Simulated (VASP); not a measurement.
Here is the system:

```
Os
1.0
    1.38237    -2.39433     0.00000
    1.38237     2.39433     0.00000
    0.00000     0.00000     4.35369
Os
2
Direct
  0.33333   0.66667   0.25000
  0.66667   0.33333   0.75000
```

All values below come from optB88-vdW, VASP's PBE PAW potentials (set 64) (plane waves; VASP). Run with 520 eV cut-off, 17×17×10 Γ-centred mesh, tetrahedra with Blöchl corrections, potentials Os.

Unless said otherwise, spin-orbit coupling is left out, though it shifts the bands of the heavy elements here.

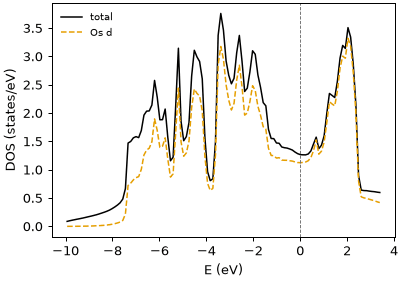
*Total and projected density of states, zero at the Fermi level*

Within 2 eV below the Fermi level the largest weight inside VASP's projection spheres is Os d.

It has no gap at this level: it comes out as a metal or semimetal.

The compound is Os in the hcp structure. It was relaxed first.
